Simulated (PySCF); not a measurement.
# C4H6BF3: circular dichroism and optical rotation

What do calculations give for the circular dichroism and optical rotation of C4H6BF3 (`FB(F)[C@H]1CC[C@@H]1F`)?

Programs: PySCF 2.14.0, with routines of our own; each step states its level. All values are computed. Atoms count from 0.

## (1) The starting structure

14 atoms, charge 0, multiplicity 1; geometry from: GFN2-xTB.

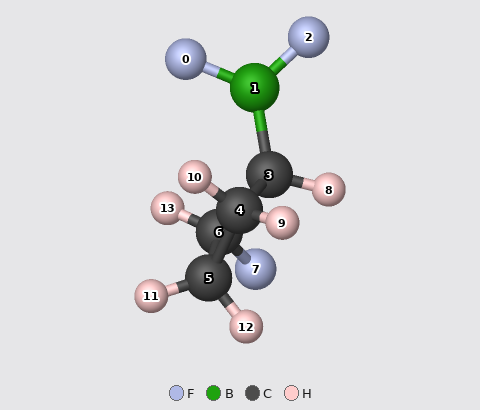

The starting geometry (fluorine light blue, boron green, carbon dark grey, hydrogen pink).

## (2) Circular dichroism and optical rotation: TDDFT LC-wPBE/def2-SVPD

The job: settings as JSON, then the geometry in Å.

```
{"job": {"kind": "ecd", "xc": "LC-wPBE", "basis": "def2-SVPD", "nstates": 8}, "charge": 0, "multiplicity": 1}
F      2.228870    -1.288522    -0.596068
B      1.964410    -0.326319     0.264848
F      3.019640     0.122149     0.908737
C      0.509107     0.244602     0.457096
C     -0.192520     0.860358    -0.788372
C     -1.480539     0.105191    -0.431407
C     -0.669615    -0.755157     0.538361
F     -1.205822    -0.894119     1.792132
H      0.446634     0.931251     1.302667
H     -0.250832     1.944887    -0.797717
H      0.248584     0.513626    -1.719939
H     -1.984639    -0.419903    -1.238052
H     -2.198198     0.723208     0.103042
H     -0.435758    -1.761725     0.182507
```

Level: TDDFT LC-wPBE/def2-SVPD circular dichroism and optical rotation, one conformer, gas phase.

Run with:

```
$ OMP_NUM_THREADS=1 python excited_run.py task.json out
```

One launch serves the whole session: the jobs run in the order shown.

What it wrote:

```text
coarse grid: 12408 points
cycle   1  E = -479.7105531674  dE =  1.386e+00  |g| = 7.807e-01  |ddm| = 5.492e+00
cycle   2  E = -479.7310865087  dE = -2.053e-02  |g| = 8.165e-01  |ddm| = 1.768e+00
cycle   3  E = -479.8318595597  dE = -1.008e-01  |g| = 5.977e-02  |ddm| = 7.703e-01
cycle   4  E = -479.8326628663  dE = -8.033e-04  |g| = 2.622e-02  |ddm| = 1.451e-01
cycle   5  E = -479.8328237738  dE = -1.609e-04  |g| = 9.352e-03  |ddm| = 6.044e-02
cycle   6  E = -479.8328347320  dE = -1.096e-05  |g| = 1.894e-03  |ddm| = 1.219e-02
cycle   7  E = -479.8328380367  dE = -3.305e-06  |g| = 7.548e-04  |ddm| = 5.456e-03
final grid: 123088 points
cycle   8  E = -479.9175008752  dE = -5.596e-05  |g| = 1.235e-02  |ddm| = 1.063e-01
cycle   9  E = -479.9174944893  dE =  6.386e-06  |g| = 1.361e-02  |ddm| = 2.634e-02
cycle  10  E = -479.9175237417  dE = -2.925e-05  |g| = 4.195e-04  |ddm| = 1.139e-02
cycle  11  E = -479.9175237717  dE = -3.003e-08  |g| = 2.805e-04  |ddm| = 1.232e-03
cycle  12  E = -479.9175237861  dE = -1.434e-08  |g| = 4.740e-05  |ddm| = 4.308e-04
cycle  13  E = -479.9175237866  dE = -4.957e-10  |g| = 1.782e-05  |ddm| = 1.092e-04
converged SCF energy = -479.9175237866

Singlet excitations and rotatory strengths (1e-40 esu^2 cm^2)
state   eV       nm     f(len)   f(vel)    R(len)    R(vel)   main configurations
  1   7.8808   157.3  0.01504  0.01591    -6.846    -6.899   H->L+1 0.69
  2   8.5704   144.7  0.02525  0.02504     4.263     4.101   H-1->L+1 0.82
  3   9.1114   136.1  0.01190  0.01176    -9.968    -9.733   H-2->L+1 0.31, H->L+1 0.15, H->L+3 0.11
  4   9.2361   134.2  0.00561  0.00538    25.075    23.909   H->L 0.38, H-3->L+1 0.14, H-2->L+1 0.13
  5   9.3582   132.5  0.02502  0.02499    28.308    28.185   H->L+3 0.39, H->L 0.26
  6   9.4340   131.4  0.04661  0.04495   -34.070   -33.481   H-1->L 0.46, H-1->L+3 0.16, H-1->L+2 0.14
  7   9.5239   130.2  0.01659  0.01587    17.179    16.788   H-1->L+3 0.50, H-1->L 0.12
  8   9.7593   127.0  0.00280  0.00248     4.570     4.935   H->L+2 0.66

Specific rotation (deg / (dm g/mL))
    nm     length   length(OI)   velocity    alpha(len)  alpha(vel)
  633.0      26.53      28.32      28.08       57.512     57.139
  589.3      30.91      32.99      32.70       57.648     57.275
  546.0      36.45      38.89      38.54       57.817     57.444
  436.0      60.01      63.97      63.38       58.513     58.138
  405.0      71.06      75.72      75.00       58.826     58.450
  365.0      90.73      96.61      95.66       59.366     58.989
  355.0      96.98     103.24     102.22       59.533     59.156
```

It took 61 s on 1 thread of Intel Xeon Platinum 8488C, shared host; peak memory 0.82 GiB.

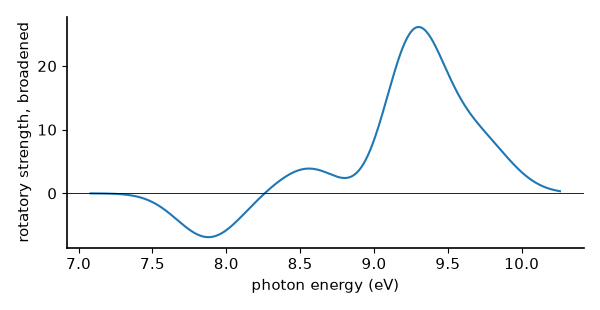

Circular dichroism: velocity-form rotatory strengths under Gaussians of 0.3 eV half-width at 1/e.

## (3) What came out

| quantity | value |
| --- | --- |
| state of largest rotatory strength (velocity form) among 8 (step 2, TDDFT LC-wPBE/def2-SVPD) | 9.43 eV, R = -33.5 (velocity), -34.1 (length) ·10⁻⁴⁰ esu² cm² |
| specific rotation at 633.0 nm (step 2, TDDFT LC-wPBE/def2-SVPD) | 28.1 (velocity), 26.5 (length) |

In words: Rotations belong to one conformer.
